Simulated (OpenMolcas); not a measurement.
GaF: excited-state calculation (part 2 of 4)

Continued. System: GaF, SMILES [F][Ga]. Method: CASPT2/ANO-RCC-VTZP, DKH2 (OpenMolcas 26.06). The geometry comes from this level: GFN2-xTB.

Geometry of the input (Å):
```
F  0.0000  0.0000  0.0000
Ga 0.0000  0.0000  1.7992
```

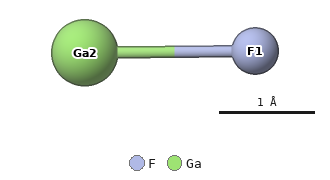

The input geometry (ball-and-stick view, seen on its broad side; atoms are numbered from 1 in the order of the input). Sticks mark near contacts.

## The program's output, continued
```
      LoProp population analysis for root number:  2
      -----------------------------------------------

++    LoProp analysis:
      ----------------

++    Static properties:
      ------------------

      LoProp Charges per center

                   F1       GA2
      Nuclear      9.0000  31.0000
      Electronic  -9.6058 -30.3942

      Total       -0.6058   0.6058
--

      Natural Bond Order analysis for root number:  2

++    Natural Bond Order analysis
      ---------------------------
      Based on LoProp computed density
      -------------------------------------------------------------------------------------
      Atom A       Atom B       Bond Order
      -------------------------------------------------------------------------------------
      NBO located      0.933 non-bonded electrons on atom F1
      NBO located      0.998 non-bonded electrons on atom F1
      NBO located      1.000 non-bonded electrons on atom F1
      NBO located      1.000 non-bonded electrons on atom F1
      NBO located      1.006 non-bonded electrons on atom GA2
      NBO located      0.997 non-bonded electrons on atom GA2
      NBO located      0.997 non-bonded electrons on atom GA2
      NBO located      1.000 non-bonded electrons on atom GA2
      NBO located      1.000 non-bonded electrons on atom GA2
      NBO located      1.000 non-bonded electrons on atom GA2
      NBO located      0.999 non-bonded electrons on atom GA2
      NBO located      0.999 non-bonded electrons on atom GA2
      NBO located      1.000 non-bonded electrons on atom GA2
      NBO located      1.000 non-bonded electrons on atom GA2
      NBO located      1.000 non-bonded electrons on atom GA2
      NBO located      1.000 non-bonded electrons on atom GA2
      NBO located      1.000 non-bonded electrons on atom GA2
      NBO located      1.000 non-bonded electrons on atom GA2
      The remaining    1.756 electrons are to be considered as diffuse
--

--

      Von Neumann Entropy (Root   3) =  0.03753

      Mulliken population analysis for root number:  3
      -----------------------------------------------

++    Molecular charges:
      ------------------

      Mulliken charges per centre
      ---------------------------

                F1      GA2
      Total    9.2886 30.7114

      N-E     -0.2886  0.2886

      Total electronic charge=   40.000000

      Total            charge=   -0.000000
--

      Expectation values of various properties for root number:  3
      -----------------------------------------------------------

++    Molecular properties:
      ---------------------

      Charge (e):
                      =   -0.0000
      Dipole Moment (debye):
      Origin of the operator (angstrom)=    0.0000    0.0000    1.4104
                   X=  7.9665E-10               Y=  3.1592E-10               Z=  4.0441E+00           Total=  4.0441E+00
      Quadrupole Moment (debye*angstrom):
      Origin of the operator (angstrom)=    0.0000    0.0000    1.4104
                  XX= -2.3532E+01              XY=  4.3077E-11              XZ= -2.5981E-09              YY= -2.3532E+01
                  YZ= -1.0570E-09              ZZ= -4.1657E+01
      In traceless form (debye*angstrom)
                  XX=  9.0623E+00              XY=  6.4615E-11              XZ= -3.8972E-09              YY=  9.0623E+00
                  YZ= -1.5855E-09              ZZ= -1.8125E+01
--

      LoProp population analysis for root number:  3
      -----------------------------------------------

++    LoProp analysis:
      ----------------

++    Static properties:
      ------------------

      LoProp Charges per center

                   F1       GA2
      Nuclear      9.0000  31.0000
      Electronic  -9.6181 -30.3819

      Total       -0.6181   0.6181
--

      Natural Bond Order analysis for root number:  3

++    Natural Bond Order analysis
      ---------------------------
      Based on LoProp computed density
      -------------------------------------------------------------------------------------
      Atom A       Atom B       Bond Order
        F1           GA2            0.740
      -------------------------------------------------------------------------------------
      NBO located      1.480 electrons involved in    1 bonds.
      NBO located      0.995 non-bonded electrons on atom F1
      NBO located      1.000 non-bonded electrons on atom F1
      NBO located      1.000 non-bonded electrons on atom F1
      NBO located      1.019 non-bonded electrons on atom GA2
      NBO located      0.996 non-bonded electrons on atom GA2
      NBO located      0.996 non-bonded electrons on atom GA2
      NBO located      1.000 non-bonded electrons on atom GA2
      NBO located      1.000 non-bonded electrons on atom GA2
      NBO located      1.000 non-bonded electrons on atom GA2
      NBO located      0.999 non-bonded electrons on atom GA2
      NBO located      0.999 non-bonded electrons on atom GA2
      NBO located      1.000 non-bonded electrons on atom GA2
      NBO located      1.000 non-bonded electrons on atom GA2
      NBO located      1.000 non-bonded electrons on atom GA2
      NBO located      1.000 non-bonded electrons on atom GA2
      NBO located      1.000 non-bonded electrons on atom GA2
      NBO located      1.000 non-bonded electrons on atom GA2
      The remaining    0.756 electrons are to be considered as diffuse
--

--

      Average orbitals are written to the RASORB file
      Natural orbitals for root   1 are written to the RASORB.1 file
      Natural orbitals for root   2 are written to the RASORB.2 file
      Natural orbitals for root   3 are written to the RASORB.3 file
      Spin density orbitals for root   1 are written to the SPDORB.1 file
      Spin density orbitals for root   2 are written to the SPDORB.2 file
      Spin density orbitals for root   3 are written to the SPDORB.3 file

--- Stop Module: rasscf /rc=_RC_ALL_IS_WELL_ ---
           step7.RasOrb.3 step7.rasscf.h5 step7.SpdOrb.1 step7.SpdOrb.2 step7.SpdOrb.3 xmldump
--- Module rasscf spent 2 seconds ---

--- Start Module: caspt2 ---

                                              &CASPT2

                       available to each process: 1.9 GB of memory, 1 thread

 ###############################################################################
 ###    WARNING: User changed nr of frozen orbitals.                         ###
 ###############################################################################

++    Wave function specifications:
      -----------------------------

      Number of closed shell electrons          16
      Number of electrons in active shells       2
      Max number of holes in RAS1 space          0
      Max number of electrons in RAS3 space      0
      Number of inactive orbitals                8
      Number of active orbitals                  2
      Number of secondary orbitals              52
      Spin quantum number                      0.0
      State symmetry                             1
      Number of CSFs                             3
      Number of CASSCF root(s) available         3
      CASPT2 state passed to geometry opt.       3
      A file JOBMIX will be created
      This is a MULTI-STATE CASSCF reference
      Number of CI roots used                    3
      These are:                                 1   2   3
      Off-diagonal elements of Heff are computed
--

++    Orbital specifications:
      -----------------------

      Symmetry species                           1
                                                 a
      Frozen orbitals                           11
      Inactive orbitals                          8
      Active orbitals                            2
      Secondary orbitals                        52
      Deleted orbitals                           0
      Number of basis functions                 73
--

++    CASPT2 specifications:
      ----------------------

      Type of calculation                        MS-CASPT2
      Fock operator                              state-specific
      IPEA shift                                 0.25
      Real shift                                 0.00
      Imaginary shift                            0.20
      The input orbitals will be transformed to quasi-canonical
--

--------------------------------------------------------------------------------
 Estimated memory requirements:
  POLY3 :                   250070
  RHS:                      364592
  SIGMA :                   349216
  PRPCTL:                        0
 Available workspace:    232487692

++ CASPT2 computation for group   1

********************************************************************************
 Multi-State initialization phase begins for group   1
--------------------------------------------------------------------------------
********************************************************************************
 Compute H0 matrices for state    1
--------------------------------------------------------------------------------
--------------------------------------------------------------------------------
 H0 matrices have been computed.

********************************************************************************
  CASPT2 EQUATION SOLUTION
--------------------------------------------------------------------------------

  Total nr of CASPT2 parameters:
   Before reduction:      146060
   After  reduction:      139854

 Variance of |WF0>:       5.5281962835

 The contributions to the second order correlation energy in atomic units.
-----------------------------------------------------------------------------------------------------------------------------
  IT.      VJTU        VJTI        ATVX        AIVX        VJAI        BVAT        BJAT        BJAI        TOTAL       RNORM
-----------------------------------------------------------------------------------------------------------------------------
   1    -0.000256   -0.000160   -0.002965   -0.006563   -0.008899   -0.014967   -0.057769   -0.538204   -0.629782    0.000709
   2    -0.000259   -0.000160   -0.002972   -0.006563   -0.008901   -0.014972   -0.057778   -0.538233   -0.629836    0.000043
   3    -0.000259   -0.000160   -0.002971   -0.006563   -0.008901   -0.014972   -0.057778   -0.538234   -0.629838    0.000003
-----------------------------------------------------------------------------------------------------------------------------

  FINAL CASPT2 RESULT:

      Reference energy:       -2041.7806807816
      E2 (Non-variational):      -0.6298375373
      Shift correction:          -0.0015138400
      E2 (Variational):          -0.6313513773
      Total energy:           -2042.4120321589
      Residual norm:              0.0000001408
      Reference weight:           0.90058

      Contributions to the CASPT2 correlation energy
      Active & Virtual Only:         -0.0179430737
      One Inactive Excited:          -0.0645995714
      Two Inactive Excited:          -0.5472948922

++ Denominators, etc.
--------------------------------------------------------------------------------------------------------------
 Report on small energy denominators, large coefficients, and large energy contributions.
CASE  SYMM ACTIVE-MIX  NON-ACTIVE INDICES          DENOMINATOR     RHS VALUE       COEFFICIENT     CONTRIBUTION
ATVX     1  Mu1.0001  Se1.024                       0.69418738     -0.02389561      0.02859646     -0.00068333
BVATP    1  Mu1.0001  Se1.022 Se1.022               0.90565339     -0.04400537      0.04653124     -0.00204762
BVATP    1  Mu1.0001  Se1.023 Se1.023               0.90565339     -0.04400537      0.04653124     -0.00204762
BVATP    1  Mu1.0001  Se1.026 Se1.022               1.24004083      0.04167629     -0.03287891     -0.00137027
BVATP    1  Mu1.0001  Se1.027 Se1.023               1.24004083      0.04167629     -0.03287891     -0.00137027
BJAIP    1  Se1.049 In1.012 Se1.049 In1.012         9.93316478      0.22295871     -0.02243493     -0.00500206
BJAIP    1  Se1.050 In1.013 Se1.050 In1.013         9.93316478      0.22295871     -0.02243493     -0.00500206
BJAIM    1  Se1.049 In1.012 Se1.049 In1.013         9.93316478      0.31590704     -0.03178715     -0.01004179
BJAIM    1  Se1.061 In1.012 Se1.061 In1.013        13.88240784      0.39378159     -0.02835962     -0.01116750
BJAIM    1  Se1.049 In1.012 Se1.051 In1.014        10.18401813      0.26339556     -0.02585068     -0.00680895
BJAIM    1  Se1.050 In1.013 Se1.051 In1.014        10.18401813      0.26339556     -0.02585068     -0.00680895
BJAIM    1  Se1.049 In1.012 Se1.050 In1.015        10.18401813      0.26339556     -0.02585068     -0.00680895
BJAIM    1  Se1.050 In1.013 Se1.050 In1.015        10.18401813      0.26339556     -0.02585068     -0.00680895
BJAIM    1  Se1.051 In1.014 Se1.051 In1.015        10.43487147     -0.25405167      0.02433473     -0.00618228
BJAIM    1  Se1.049 In1.012 Se1.052 In1.016        10.37492909     -0.22939596      0.02209640     -0.00506882
BJAIM    1  Se1.050 In1.013 Se1.052 In1.016        10.37492909     -0.22939596      0.02209640     -0.00506882
BJAIM    1  Se1.052 In1.014 Se1.052 In1.016        10.62578243     -0.25459135      0.02394539     -0.00609629
BJAIM    1  Se1.051 In1.015 Se1.052 In1.016        10.62578243     -0.25459135      0.02394539     -0.00609629
BJAIM    1  Se1.030 In1.018 Se1.030 In1.019         2.04067169     -0.07049006      0.03418687     -0.00240983
BJAIM    1  Se1.037 In1.018 Se1.037 In1.019         4.46913560      0.13261559     -0.02961435     -0.00392732
--

   (Skipping property calculation,
    use PROP keyword to activate)
--

++ CASPT2 computation for group   2

********************************************************************************
 Multi-State initialization phase begins for group   2
--------------------------------------------------------------------------------
********************************************************************************
 Compute H0 matrices for state    2
--------------------------------------------------------------------------------
--------------------------------------------------------------------------------
 H0 matrices have been computed.

********************************************************************************
  CASPT2 EQUATION SOLUTION
--------------------------------------------------------------------------------

  Total nr of CASPT2 parameters:
   Before reduction:      146060
   After  reduction:      139854

 Variance of |WF0>:       5.4480919892

 The contributions to the second order correlation energy in atomic units.
-----------------------------------------------------------------------------------------------------------------------------
  IT.      VJTU        VJTI        ATVX        AIVX        VJAI        BVAT        BJAT        BJAI        TOTAL       RNORM
-----------------------------------------------------------------------------------------------------------------------------
   1    -0.000423   -0.001407   -0.006544   -0.013557   -0.020878   -0.010121   -0.045509   -0.537941   -0.636382    0.000432
   2    -0.000425   -0.001408   -0.006551   -0.013571   -0.020891   -0.010129   -0.045519   -0.537946   -0.636440    0.000016
-----------------------------------------------------------------------------------------------------------------------------

  FINAL CASPT2 RESULT:

      Reference energy:       -2041.4727570542
      E2 (Non-variational):      -0.6364401904
      Shift correction:          -0.0029720366
      E2 (Variational):          -0.6394122270
      Total energy:           -2042.1121692811
      Residual norm:              0.0000008129
      Reference weight:           0.88346
```
